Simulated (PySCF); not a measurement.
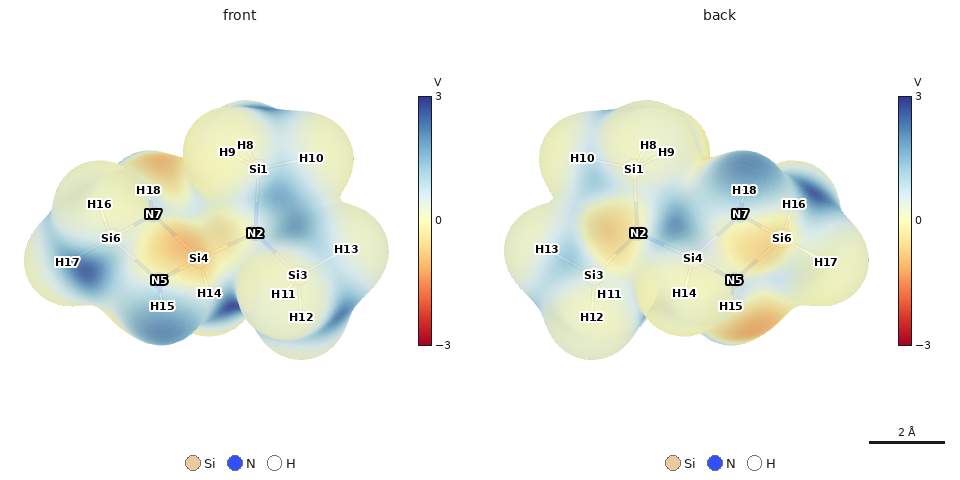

*H₁₁N₃Si₄. The molecular electrostatic potential painted on the density surface at 0.004 e/bohr³, seen from the front and from behind; red is negative and blue positive.*

Geometry: GFN2-xTB.

Level of theory: PBE0/pcSseg-1, SCF density, gas phase, non-relativistic in PySCF.

```yaml
atoms:
  - { symbol: Si, position_ang: [-1.3597, 1.6620, 0.3087] }
  - { symbol: N, position_ang: [-1.1001, -0.0600, 0.3231] }
  - { symbol: Si, position_ang: [-2.2424, -1.2238, -0.2680] }
  - { symbol: Si, position_ang: [0.5093, -0.6469, 0.5819] }
  - { symbol: N, position_ang: [1.4567, -1.0009, -0.8284] }
  - { symbol: Si, position_ang: [2.6768, 0.2028, -0.5416] }
  - { symbol: N, position_ang: [1.6905, 0.6050, 0.8239] }
  - { symbol: H, position_ang: [-0.8531, 2.2039, 1.5719] }
  - { symbol: H, position_ang: [-0.7119, 2.3119, -0.8341] }
  - { symbol: H, position_ang: [-2.8101, 1.8472, 0.2298] }
  - { symbol: H, position_ang: [-2.0028, -1.5479, -1.6798] }
  - { symbol: H, position_ang: [-2.0915, -2.4330, 0.5431] }
  - { symbol: H, position_ang: [-3.5751, -0.6477, -0.1059] }
  - { symbol: H, position_ang: [0.5019, -1.7062, 1.5887] }
  - { symbol: H, position_ang: [1.3102, -1.6281, -1.5958] }
  - { symbol: H, position_ang: [2.7548, 1.2577, -1.5484] }
  - { symbol: H, position_ang: [3.9698, -0.3819, -0.1958] }
  - { symbol: H, position_ang: [1.8679, 1.1923, 1.6149] }
```

> Describe the electrostatic potential map.

The most negative region (about −1.0 V) lies over N5, the most positive (about +2.6 V) over Si3, Si4 and Si6.
